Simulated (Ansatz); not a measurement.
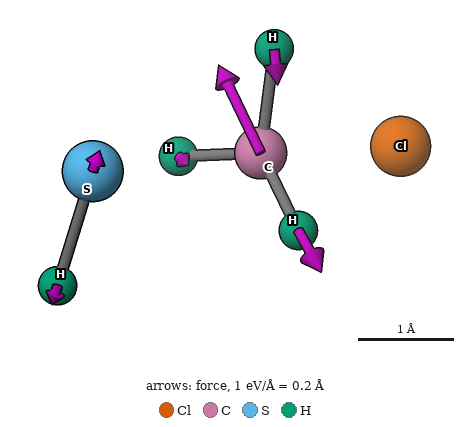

Starting geometry of CH4ClS (charge −1) with the computed forces as purple arrows. The picture is a ball-and-stick view, seen from a free direction.

The calculation used Ansatz, RKS PBE-D4/def2-TZVP.

Input file:
```yaml
crystal:
  periodic: [false, false, false]
  atoms:
    - {symbol: Cl, position_ang: [-1.339697, 0.954505, 2.120338]}
    - {symbol: C, position_ang: [-0.320178, 0.010536, 0.392441]}
    - {symbol: S, position_ang: [0.925296, -0.966656, -1.643123]}
    - {symbol: H, position_ang: [-0.671621, 0.780328, -0.317693]}
    - {symbol: H, position_ang: [-1.047142, -0.873000, 0.317634]}
    - {symbol: H, position_ang: [0.597871, 0.014849, 0.813335]}
    - {symbol: H, position_ang: [1.712784, 0.075667, -1.764001]}
basis:
  gaussian: {orbitals: def2-TZVP}
total_charge: -1
hamiltonian: {xc: pbe, dispersion: d4}
saddle:
  f_tol: 0.1
  max_steps: 40
  mode_guess:
    - [-0.1334, 0.1678, 0.2430]
    - [0.4114, -0.3649, -0.6718]
    - [-0.1473, 0.1377, 0.2898]
    - [-0.0067, 0.0218, 0.0100]
    - [-0.0417, 0.0003, 0.0260]
    - [-0.0039, -0.0091, 0.0487]
    - [-0.0784, 0.0464, 0.0543]
```

Launched with:
```bash
ansatz run in.yaml --threads 2 --pin off --events-out ev --progress --plain --max-ram 4352MiB
```

Is this structure relaxed? If not, where do the atoms go?

It isn't relaxed: the largest force vector, on C2, is 5.51 eV/Å. The final displacements follow the starting forces only in part (cosine between the two patterns 0.47). The energy falls by 0.275 eV in 4 geometry steps. Largest force component: 4.9 eV/Å at the start, 0.0043 eV/Å at the end. The atom that moves furthest after the best rigid fit is H5 (0.10 Å). By element the largest moves are H 0.10 Å, S 0.07 Å, Cl 0.07 Å, C 0.06 Å. Some distances before and after: C2–H6 1.010 → 1.080 Å, C2–H5 1.147 → 1.081 Å, S3–H7 1.312 → 1.355 Å, C2–S3 2.579 → 2.614 Å. Bond angles that change, for instance: H4–C2–H5 107.1° → 118.3°, H5–C2–H6 127.4° → 118.3°, H4–C2–H6 123.6° → 119.4°. The run took 76 s on 2 threads of Intel Xeon Platinum 8259CL @ 2.50GHz, with other jobs on the host.

Limits of the set-up: the basis has no diffuse functions, which an anion needs.
